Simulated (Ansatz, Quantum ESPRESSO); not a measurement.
# Work function of Ba(100), 5 layers, one monolayer of Au on top sites, part 4 of 6

Wanted: work functions and the surface dipole of Ba(100), 5 layers, one monolayer of Au on top sites at several levels, with their cost.

Quantum ESPRESSO 7.5; plane-wave DFT, PBE, GBRV ultrasoft pseudopotentials; geometry and cross-check by Ansatz 0.2.0 with PAW datasets.

So far. Step 8 (Ground state: open boundaries by the effective …): The upper level is 5.341 eV against 5.330 eV from the periodic run.

## 9. SCF with pw.x: rev-vdW-DF2, GBRV ultrasoft

The geometry stays; functional or pseudopotentials change.

Level of this step: plane-wave DFT, rev-vdW-DF2, GBRV ultrasoft pseudopotentials made under PBE (Quantum ESPRESSO 7.5). input_dft overrides the functional of the files.

Contents of gbrv-vdw-df2-b86r.in:

```
&control
  prefix = 'gbrv-vdw-df2-b86r'
  outdir = './out'
  pseudo_dir = './pseudo'
  calculation = 'scf'
  tprnfor = .true.
/
&system
  ibrav = 0
  nat = 6
  ntyp = 2
  ecutwfc = 40
  ecutrho = 200
  input_dft = 'vdw-df2-b86r'
  occupations = 'smearing'
  smearing = 'mv'
  degauss = 0.02
  assume_isolated = 'esm'
  esm_bc = 'bc1'
/
&electrons
  conv_thr = 1e-07
  mixing_beta = 0.4
  electron_maxstep = 120
  mixing_mode = 'local-TF'
/
ATOMIC_SPECIES
  Ba  137.3270  ba_pbe_v1.uspp.F.UPF
  Au  196.9666  au_pbe_v1.uspp.F.UPF
CELL_PARAMETERS angstrom
  5.02000000000000 0.00000000000000 0.00000000000000
  0.00000000000000 5.02000000000000 0.00000000000000
  0.00000000000000 0.00000000000000 29.04000000000000
ATOMIC_POSITIONS crystal
  Ba  0.000000000000 0.000000000000 -0.234529297158
  Ba  0.500000000000 0.500000000000 -0.148096790258
  Ba  0.000000000000 0.000000000000 -0.061664283358
  Ba  0.500000000000 0.500000000000 0.026960693908
  Ba  0.000000000000 0.000000000000 0.137987995220
  Au  0.000000000000 0.000000000000 0.234529297158
K_POINTS automatic
  6 6 1 0 0 0
```

On the command line:

```console
OMP_NUM_THREADS=1 mpirun -n 4 pw.x -nk 2 -in gbrv-vdw-df2-b86r.in > gbrv-vdw-df2-b86r.out
```

What it wrote:

```text
[banner, memory and clock lines left out]
Program PWSCF v.7.5 starts
[citation notice left out]

[...]
Message from routine setup:
[...]
bravais-lattice index     =            0
     lattice parameter (alat)  =       9.4864  a.u.
     unit-cell volume          =    4938.5636 (a.u.)^3
     number of atoms/cell      =            6
     number of atomic types    =            2
     number of electrons       =        61.00
     number of Kohn-Sham states=           37
     kinetic-energy cutoff     =      40.0000  Ry
     charge density cutoff     =     200.0000  Ry
     scf convergence threshold =      1.0E-07
     mixing beta               =       0.4000
     number of iterations used =            8  local-TF  mixing
     Exchange-correlation= VDW-DF2-B86R
                           (   1   4  26   0   2   0   0)

     Effective Screening Medium Method
     Boundary Conditions: Vacuum-Slab-Vacuum
     total charge in unit cell        =   0.0000
     grid points for fit at edges     =        4

[...]
PseudoPot. # 1 for Ba read from file:
     ./pseudo/ba_pbe_v1.uspp.F.UPF
     Pseudo is Ultrasoft + core correction, Zval = 10.0
     Generated by new atomic code, or converted to UPF format
     Using radial grid of  907 points,  7 beta functions with:
                l(1) =   0
                l(2) =   0
                l(3) =   1
                l(4) =   1
                l(5) =   2
                l(6) =   2
                l(7) =   3
     Q(r) pseudized with  6 coefficients,  rinner =    1.700   1.700   1.700
                                                       1.700   1.700   1.700
                                                       1.700

     PseudoPot. # 2 for Au read from file:
     ./pseudo/au_pbe_v1.uspp.F.UPF
     Pseudo is Ultrasoft + core correction, Zval = 11.0
     Generated by new atomic code, or converted to UPF format
     Using radial grid of  985 points,  7 beta functions with:
                l(1) =   0
                l(2) =   0
                l(3) =   1
                l(4) =   1
                l(5) =   2
                l(6) =   2
                l(7) =   3
     Q(r) pseudized with  6 coefficients,  rinner =    1.900   1.900   1.900
                                                       1.900   1.900   1.900
                                                       1.900

     atomic species   valence    mass     pseudopotential
     Ba               10.00   137.32700     Ba( 1.00)
     Au               11.00   196.96660     Au( 1.00)

      8 Sym. Ops. (no inversion) found

[...]
number of k points=    10  Marzari-Vanderbilt smearing, width (Ry)=  0.0200
[...]
Dense  grid:   236071 G-vectors     FFT dimensions: (  45,  45, 250)

     Smooth grid:   168565 G-vectors     FFT dimensions: (  40,  40, 225)

     Check: negative core charge=   -0.000003

     Initial potential from superposition of free atoms

     starting charge      60.9249, renormalised to      61.0000

     negative rho (up, down):  4.764E-01 0.000E+00

     %%%%%%%%%%%%%%%%%%%%%%%%%%%%%%%%%%%%%%%%%%%%%%%%%%%%%%%%%%%%%%%%%%%%%%%%
     %                                                                      %
     % You are using vdW-DF, which was implemented by the Thonhauser group. %
     % possible and the two reviews that describe the various versions:     %
     %                                                                      %
     %                                                                      %
     % If you are calculating stress with vdW-DF, please also cite:         %
     %                                                                      %
     %                                                                      %
     %%%%%%%%%%%%%%%%%%%%%%%%%%%%%%%%%%%%%%%%%%%%%%%%%%%%%%%%%%%%%%%%%%%%%%%%

     %%%%%%%%%%%%%%%%%%%%%%%%%%%%%%%%%%%%%%%%%%%%%%%%%%%%%%%%%%%%%%%%%%%%%%%%
     %                                                                      %
     %  vdW-DF NEWS:                                                        %
     %                                                                      %
     %  * vdW-DF3 is now available. DOI: 10.1021/acs.jctc.0c00471           %
     %    use with input_dft = 'vdW-DF3-opt1' or 'vdW-DF3-opt2'             %
     %                                                                      %
     %  * Unscreened and range-separated hybrid vdW-DF-cx functionals       %
     %    DOI: 10.1063/1.4986522 and 10.1088/1361-648X/ac2ad2               %
     %    use with input_dft = 'vdW-DF-cx0'    and 'vdW-DF-ahcx'            %
     %  * Unscreened and range-separated hybrid vdW-DF2-b86r functionals    %
     %    DOI: 10.1063/1.4986522 and DOI: 10.1103/PhysRevX.12.041003        %
     %    use with input_dft = 'vdW-DF2-br0' and 'vdW-DF2-ahbr'             %
     %                                                                      %
     %%%%%%%%%%%%%%%%%%%%%%%%%%%%%%%%%%%%%%%%%%%%%%%%%%%%%%%%%%%%%%%%%%%%%%%%

     Starting wfcs are   74 randomized atomic wfcs

     per-process dynamical memory:   141.5 Mb

     Self-consistent Calculation

     iteration #  1     ecut=    40.00 Ry     beta= 0.40
     Davidson diagonalization with overlap
     ethr =  1.00E-02,  avg # of iterations =  1.1

     negative rho (up, down):  4.645E-01 0.000E+00

     total energy              =    -466.28062877 Ry
     estimated scf accuracy    <       1.46321459 Ry

     iteration #  2     ecut=    40.00 Ry     beta= 0.40
[...]
negative rho (up, down):  4.426E-01 0.000E+00

[...]
total energy              =    -466.22507824 Ry
     estimated scf accuracy    <       0.73165654 Ry

     iteration #  3     ecut=    40.00 Ry     beta= 0.40
[...]
negative rho (up, down):  4.462E-01 0.000E+00

[...]
total energy              =    -466.26795286 Ry
     estimated scf accuracy    <       0.09377351 Ry

     iteration #  4     ecut=    40.00 Ry     beta= 0.40
[...]
negative rho (up, down):  4.462E-01 0.000E+00

[...]
total energy              =    -466.30037029 Ry
     estimated scf accuracy    <       0.03566721 Ry

     iteration #  5     ecut=    40.00 Ry     beta= 0.40
[...]
c_bands:  1 eigenvalues not converged
     c_bands:  1 eigenvalues not converged
     c_bands:  1 eigenvalues not converged
     c_bands:  1 eigenvalues not converged
[...]
negative rho (up, down):  4.438E-01 0.000E+00

[...]
total energy              =    -466.30924564 Ry
     estimated scf accuracy    <       0.05767629 Ry

     iteration #  6     ecut=    40.00 Ry     beta= 0.40
[...]
c_bands:  2 eigenvalues not converged
[...]
negative rho (up, down):  4.428E-01 0.000E+00

[...]
total energy              =    -466.31061350 Ry
     estimated scf accuracy    <       0.04625835 Ry

[...]
iteration # 41     ecut=    40.00 Ry     beta= 0.40
[...]
negative rho (up, down):  4.428E-01 0.000E+00

[...]
total energy              =    -466.31683716 Ry
     estimated scf accuracy    <       0.00000044 Ry

     iteration # 42     ecut=    40.00 Ry     beta= 0.40
[...]
c_bands:  2 eigenvalues not converged
[...]
negative rho (up, down):  4.428E-01 0.000E+00

[...]
total energy              =    -466.31684334 Ry
     estimated scf accuracy    <       0.00000030 Ry

     iteration # 43     ecut=    40.00 Ry     beta= 0.40
[...]
c_bands:  1 eigenvalues not converged
[...]
negative rho (up, down):  4.428E-01 0.000E+00

[...]
total energy              =    -466.31684114 Ry
     estimated scf accuracy    <       0.00000040 Ry

     iteration # 44     ecut=    40.00 Ry     beta= 0.40
[...]
negative rho (up, down):  4.428E-01 0.000E+00

[...]
End of self-consistent calculation

          k = 0.0000 0.0000 0.0000 ( 21211 PWs)   bands (ev):

   -33.5798 -33.2380 -32.9538 -32.9448 -32.8747 -18.7813 -18.6836 -18.6836
   -18.4320 -18.3914 -18.3914 -18.2037 -18.1574 -18.1574 -18.1260 -18.1260
   -18.1101 -18.0334 -17.9615 -17.9615  -6.7295  -6.5515  -6.5515  -6.5467
    -6.1702  -6.0744  -6.0623  -5.5727  -4.9558  -4.4992  -4.4481  -4.3757
    -3.9829  -3.4743  -3.2725  -2.6394  -2.4090

          k = 0.0000 0.1667 0.0000 ( 21161 PWs)   bands (ev):

   -33.5791 -33.2370 -32.9522 -32.9441 -32.8753 -18.7817 -18.7051 -18.6799
   -18.4352 -18.4187 -18.3849 -18.1990 -18.1724 -18.1590 -18.1558 -18.1202
   -18.1047 -18.0171 -17.9745 -17.9717  -6.6974  -6.5659  -6.5504  -6.3365
    -6.1554  -6.0702  -5.8934  -5.4434  -4.8553  -4.4083  -4.2854  -4.2293
    -3.8955  -3.4476  -3.2978  -2.8661  -2.7391

[...]
the Fermi energy is    -4.0589 ev

!    total energy              =    -466.31683305 Ry
     estimated scf accuracy    <       0.00000008 Ry
     smearing contrib. (-TS)   =      -0.00386408 Ry
     internal energy E=F+TS    =    -466.31296897 Ry

     The total energy is F=E-TS. E is the sum of the following terms:
     one-electron contribution =    5261.21749982 Ry
     hartree contribution      =   -2631.90987309 Ry
     xc contribution           =    -200.00742499 Ry
     ewald contribution        =   -2895.61317072 Ry

     convergence has been achieved in  44 iterations

     negative rho (up, down):  4.428E-01 0.000E+00

     Forces acting on atoms (cartesian axes, Ry/au):

     atom    1 type  1   force =     0.00000000    0.00000000   -0.00056966
     atom    2 type  1   force =     0.00000000    0.00000000    0.00712570
     atom    3 type  1   force =     0.00000000    0.00000000   -0.00392898
     atom    4 type  1   force =     0.00000000    0.00000000   -0.00085358
     atom    5 type  1   force =     0.00000000    0.00000000   -0.00362267
     atom    6 type  2   force =     0.00000000    0.00000000    0.00213537

     Total force =     0.009217     Total SCF correction =     0.000986
     SCF correction compared to forces is large: reduce conv_thr to get better values

[...]
```

Elapsed: 8 min, on 4 MPI ranks of Intel Xeon Platinum 8259CL at 2.50GHz (Skylake/Cascade Lake), shared host; peak memory 2 GiB; 32 min of CPU time.

Numbers from this step:

| Property | Result |
| --- | --- |
| free energy | -6344.5637 eV |
| Fermi energy | -4.059 eV |
| vacuum line at the lower end of the cell, over the Fermi level | 2.552 eV |
| vacuum line at the upper end of the cell, over the Fermi level | 5.565 eV |

The potential energy, planar mean oscillates, so the rows of the table below give means over windows of 2.56 Å about each position, cut where the curve ends. Its maxima inside the range that stand out by 2 % of the span (Å: eV): -5.6: -0.607, -3.0: -0.494, -0.6: -0.446, 2.3: 1.07, 6.8: 3.78. Its minima: -6.7: -3.71, -4.3: -3.18, -1.9: -3.27, 0.7: -3.54, 4.0: -3.81, 7.3: 3.53.

Electrostatic potential energy of an electron; zero at the Fermi level. Table of potential energy, planar mean by z; means over each step:

| z (Å) | potential energy, planar mean (eV) |
| --- | --- |
| -13.24 | 2.55 |
| -10.68 | 2.48 |
| -8.12 | -0.0707 |
| -5.56 | -2.22 |
| -3.00 | -2.06 |
| -0.44 | -2.09 |
| 2.12 | -0.746 |
| 4.68 | -0.821 |
| 7.24 | 4.01 |
| 9.80 | 5.54 |
| 12.36 | 5.57 |

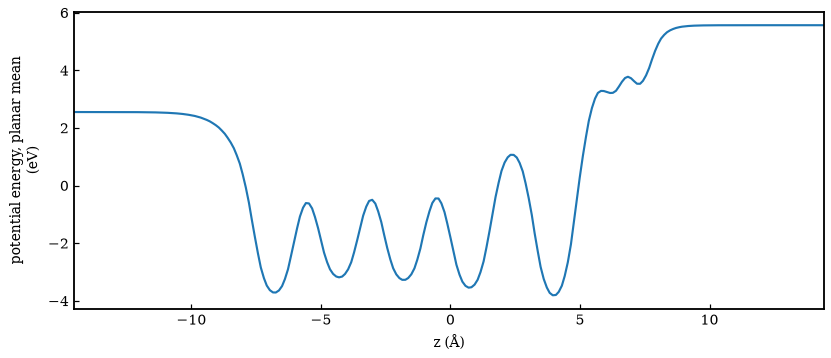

Potential energy, planar mean against z.

The upper face goes from 5.341 eV (PBE, GBRV) to 5.565 eV, a change of +0.225 eV.

[end of part 4 of 6]

[Logs are printed without paths, hosts, clocks, repeated set-up lines and the standing remarks that a program may print on its own settings, such as how far it seeks lower states.]

[Hosts, paths, dates, database ids (printed as entryN), source tags and the programs' standing remarks are cut or masked in the printed files.]

[Maps of the electrostatic potential energy from Ansatz leave out the sawtooth potential of an applied field or a dipole correction, so their vacuum need not be flat; planar profiles and work functions include it.]
